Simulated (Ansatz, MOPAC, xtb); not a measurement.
## BCl2F (dichlorofluoroborane): methods side by side

BCl2F, singlet, SMILES `FB(Cl)Cl`. Each level relaxes the structure for itself.

Quantity: the highest harmonic wavenumber at each level's own minimum, in cm⁻¹. The values are calculated.

| level | kind | program | value (cm⁻¹) |
| --- | --- | --- | --- |
| PM6-D3 | semi-empirical | MOPAC | 1291 |
| PM6-DH+ | semi-empirical | MOPAC | 1293 |
| PM7 | semi-empirical | MOPAC | 1244 |
| GFN1-xTB | semi-empirical | xtb | 1191 |
| HF/STO-3G | Hartree–Fock | Ansatz | 1631 |
| HF/3-21G | Hartree–Fock | Ansatz | 1474 |
| HF/def2-SVP | Hartree–Fock | Ansatz | 1422 |
| HF/6-31G* (Cartesian functions) | Hartree–Fock | Ansatz | 1434 |
| SVWN5/def2-TZVP | LDA | Ansatz | 1336 |
| PBE/def2-SVP | GGA | Ansatz | 1315 |

Harmonic and unscaled. The values span 1191 to 1631 cm⁻¹. Without the sets that lack polarisation functions the rows with a basis span only 1315 to 1434 cm⁻¹.

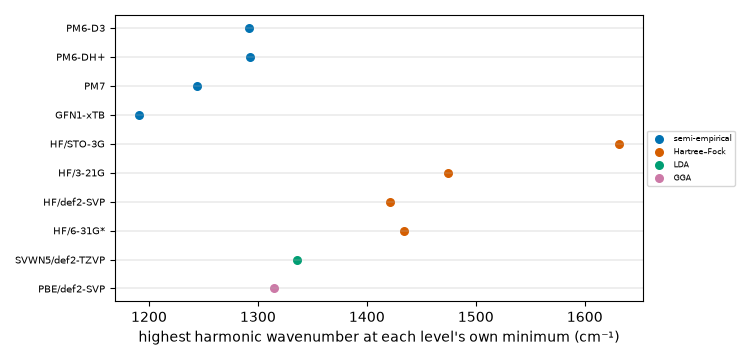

The values of the table, level by level.
